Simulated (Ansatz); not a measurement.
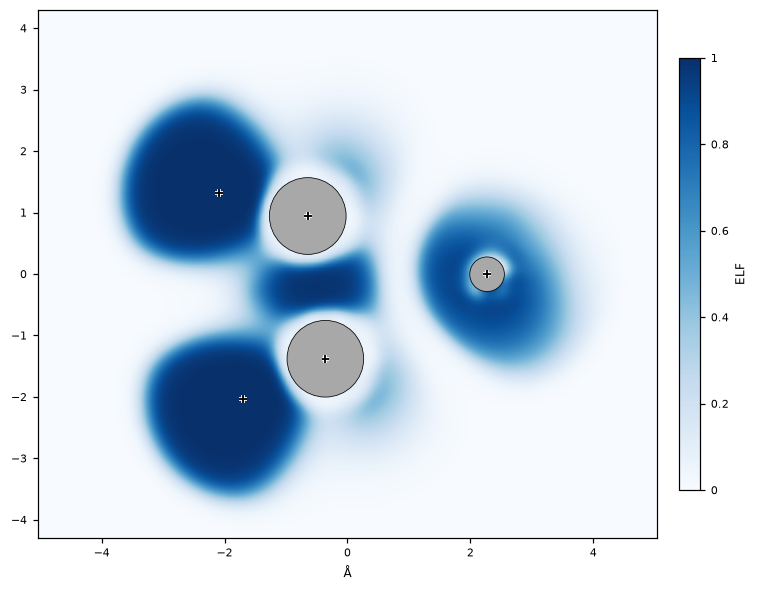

The ELF on a plane through atoms (crosses mark nuclei in the plane; grey discs cover the cores).

All numbers below come from Ansatz, RKS PBE0-D4/def2-TZVPP.

Candidates:
A. Cl₂FHSi···H₂···NH₃
B. H₆Si₂···H₂O···H₂O

### Which system is this?

Candidate B: H₆Si₂···H₂O···H₂O on the plane of atoms Si1, Si5 and H10, which holds Si, H and O. Si–Si (2.34 Å): the ELF peaks at about 1 between the atoms: localised, covalent bonding. Si–H (1.49 Å): the ELF climbs to about 1 towards the hydrogen, as it does in any bond to H.
